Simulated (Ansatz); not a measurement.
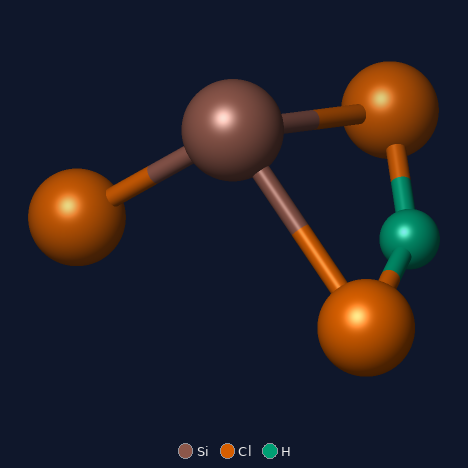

Starting geometry of the run.

The calculation was set up as follows.

```yaml
crystal:
  periodic: [false, false, false]
  atoms:
    - {symbol: Si, position_ang: [0.651069, 0.851953, -0.535616]}
    - {symbol: Cl, position_ang: [0.186840, -1.459222, -0.879606]}
    - {symbol: H, position_ang: [0.139421, -1.032951, 0.610996]}
    - {symbol: Cl, position_ang: [0.293052, 0.073395, 1.687740]}
    - {symbol: Cl, position_ang: [-1.270282, 1.566825, -0.883415]}
basis:
  gaussian: {orbitals: cc-pVDZ}
hamiltonian: {xc: pbe0, dispersion: d4}
relax: {f_tol: 0.03, max_steps: 60, escape_saddle: false}
```

It was started with:

```sh
ansatz run in.yaml --threads 2 --pin off --events-out ev --progress --plain --max-ram 4352MiB
```

Output:

```
Functional definition: PBE0
  name "PBE0"
  cite "Adamo & Barone, J. Chem. Phys. 110, 6158 (1999) doi:10.1063/1.478522"
  cite "Perdew, Burke & Ernzerhof, Phys. Rev. Lett. 77, 3865 (1996) doi:10.1103/PhysRevLett.77.3865"
  parent pbe
  parameter a = 0.25
  parameter kappa = 0.804
  parameter beta = 0.06672455060314922
  exchange = (1 - a)*pbe_x(kappa = kappa, mu = beta*pi^2/3) + a*exact_x
  correlation = pbe_c(beta = beta)
895 factors; integrals over basis functions are off by at most 3.0e-4 eV
mean field evaluation 1: about -45447.5239 eV, gradient 1.5e1 eV
mean field evaluation 2: about -45447.2384 eV, gradient 1.8e1 eV
mean field evaluation 4: about -45448.1539 eV, gradient 3.0e-1 eV
mean field evaluation 8: about -45448.1710 eV, gradient 2.8e-2 eV
mean field -45448.17095403 eV, -1670.1894766837 hartree, gradient 1.8e-5 eV, S^2 0.000000; 0 other end points of the search recorded, 0 dependent functions left out
the calculation of the forces begins
reference -45448.17097499 eV, -1670.1894774540 hartree; 33, 33 occupied and 44, 44 virtual orbitals, 895 factors
relax step   1: F+E_penalty+E_count = -45448.34202036 eV  Δ(F+E_penalty+E_count) = +0.000e0 eV  max|allowed force component| = 5.532e-1 eV/Å  Δτ_max = 0.0000 Å  (25 SCF iters, accepted)
these checks for a lower state are left out or cut short: starts, cluster_reference, orbital_swaps, neighbouring_geometries, increment
895 factors; integrals over basis functions are off by at most 3.0e-4 eV
mean field evaluation 16: about -45448.1641 eV, gradient 1.1e0 eV
mean field -45448.18614767 eV, -1670.1900350399 hartree, gradient 8.8e-5 eV, S^2 0.000000; 0 other end points of the search recorded, 0 dependent functions left out
the calculation of the forces begins
reference -45448.18616866 eV, -1670.1900358111 hartree; 33, 33 occupied and 44, 44 virtual orbitals, 895 factors
relax step   2: F+E_penalty+E_count = -45448.35639719 eV  Δ(F+E_penalty+E_count) = -1.438e-2 eV  max|allowed force component| = 9.028e-2 eV/Å  Δτ_max = 0.0319 Å  (25 SCF iters, accepted)
these checks for a lower state are left out or cut short: starts, cluster_reference, orbital_swaps, neighbouring_geometries, increment
895 factors; integrals over basis functions are off by at most 3.0e-4 eV
mean field -45448.18698520 eV, -1670.1900658185 hartree, gradient 2.1e-5 eV, S^2 0.000000; 0 other end points of the search recorded, 0 dependent functions left out
the calculation of the forces begins
reference -45448.18700618 eV, -1670.1900665896 hartree; 33, 33 occupied and 44, 44 virtual orbitals, 895 factors
relax step   3: F+E_penalty+E_count = -45448.35716206 eV  Δ(F+E_penalty+E_count) = -7.649e-4 eV  max|allowed force component| = 2.331e-2 eV/Å  Δτ_max = 0.0060 Å  (23 SCF iters, accepted)
895 factors; integrals over basis functions are off by at most 3.0e-4 eV
mean field evaluation 32: about -45448.1700 eV, gradient 3.4e-1 eV
mean field -45448.18698520 eV, -1670.1900658185 hartree, gradient 2.1e-5 eV, S^2 0.000000; 1 other end points of the search recorded, 0 dependent functions left out
the calculation of the forces begins
reference -45448.18700618 eV, -1670.1900665896 hartree; 33, 33 occupied and 44, 44 virtual orbitals, 895 factors
Total energy: -45448.35718304 eV, -1670.1963204739 hartree
Atom 0 at     0.662866     0.869162    -0.546341 Å, force    -0.020200     0.023308    -0.012560 eV/Å
Atom 1 at     0.188209    -1.473560    -0.877417 Å, force     0.001407    -0.008487     0.011971 eV/Å
Atom 2 at     0.142629    -1.048701     0.620268 Å, force    -0.002367     0.003292    -0.001760 eV/Å
Atom 3 at     0.294584     0.064847     1.698806 Å, force     0.001088    -0.014438     0.000987 eV/Å
Atom 4 at    -1.288187     1.588253    -0.895216 Å, force     0.020072    -0.003675     0.001363 eV/Å
Dipole moment:     0.208797     0.004917    -0.011749 e Å
```

The calculation finished and met its thresholds.
